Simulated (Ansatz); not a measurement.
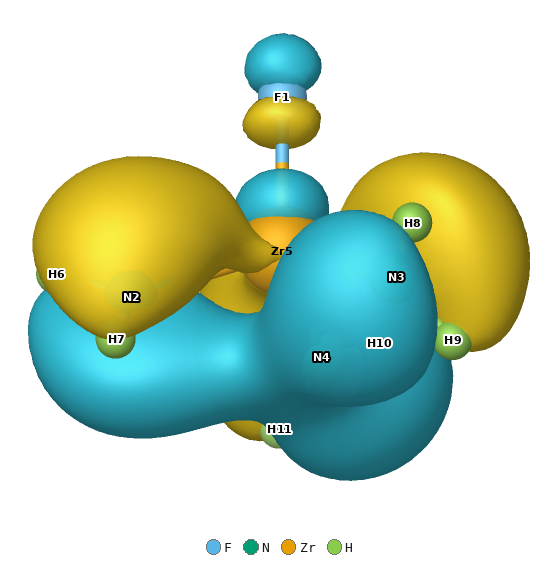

FH₆N₃Zr. One frontier orbital at ±0.06 Å⁻³ᐟ² (yellow and cyan are the two phases), seen from one side.

Geometry: PBE0-D4/def2-SVP; core potentials replace the inner electrons of Zr.

The calculation used isolated molecule in a Gaussian basis; Kohn-Sham density functional theory, functional PBE0 (Ansatz 0.2.0).

```xyz
11

F    -2.2326    0.8353   -0.6953
N     0.7984    1.5358    0.3543
N     0.2874   -1.1025   -1.5188
N    -0.7924   -1.0547    1.5718
Zr   -0.5558    0.0853   -0.0974
H     0.5759    2.4123    0.8237
H     1.7711    1.5745    0.0599
H     0.2883   -0.9027   -2.5178
H     0.6738   -2.0335   -1.3837
H    -1.5771   -1.6822    1.7405
H    -0.2301   -1.0194    2.4185
```

> Which orbital is it: HOMO or LUMO?

The HOMO, at −7.12 eV. By Hirshfeld shares it lies mainly on N2 (about 25 %), N3 (about 25 %), N4 (about 25 %) and Zr5 (about 15 %); largely a combination of lone pairs on N2, N3 and N4.
